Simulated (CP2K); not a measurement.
Consider hydroxyallene at its PBE geometry (Å).

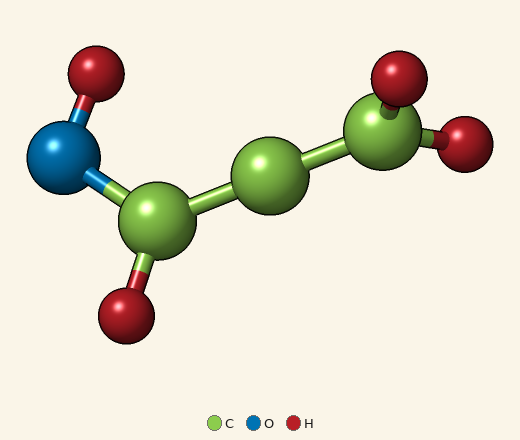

The molecule (carbon green, oxygen blue, hydrogen red).

```xyz
8

C     1.5183    0.1694    0.3278
C     0.3007   -0.1729   -0.0210
C    -0.9189   -0.5183   -0.3710
O    -2.0608    0.2630   -0.2429
H     1.9086   -0.0323    1.3304
H     2.1992    0.6681   -0.3692
H    -1.1498   -1.4883   -0.8119
H    -1.7973    1.1114    0.1578
```

Method: CP2K XAS_TDP, all-electron GAPW, PBEh(45%), aug-cc-pVDZ, TDA, no relativity.

Question: Where do the O K-edge lines lie, and how strong are they?

Leading lines: O4 530.49 eV. The leading line of an atom is its first one with 35 % of the strongest within 2.5 eV of its lowest line over the strength cut. 

The first six lines of each atom with a strength over 0.0015:

```csv
atom,energy (eV),states,"strength, one atom"
O4 (bonded to C and H),530.49,1,0.0144
,531.51,1,0.0274
,531.81,1,0.0109
,532.88,1,0.0021
,533.32,1,0.0017
,533.70,2,0.0112
```

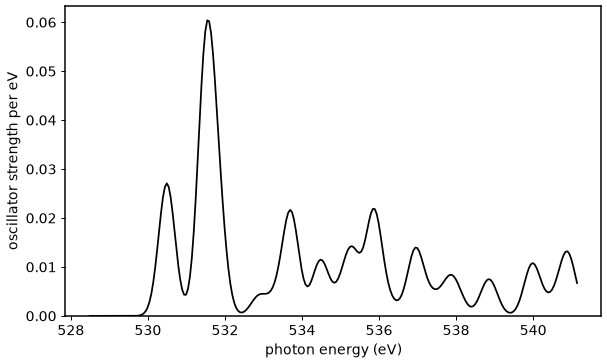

All atoms added, broadened by 0.5 eV.

Lines are vertical, at one geometry, with no vibrational structure. Without a correction of the core level, line positions, and the gaps between valence and Rydberg lines, follow the share of exact exchange. At this level such K lines come out 3 to 6 eV under measured ones. These values hold no scalar relativity, about 0.4 eV for O 1s. Rydberg lines, and the discretised continuum above threshold, depend on the basis and the box.

[Banner, clock and machine lines of the logs are left out without a mark of their own.]

[Logs are printed without paths, hosts, clocks, repeated set-up lines and the standing remarks that a program may print on its own settings, such as how far it seeks lower states.]

[Hosts, paths, dates, database ids (printed as entryN), source tags and the programs' standing remarks are cut or masked in the printed files.]
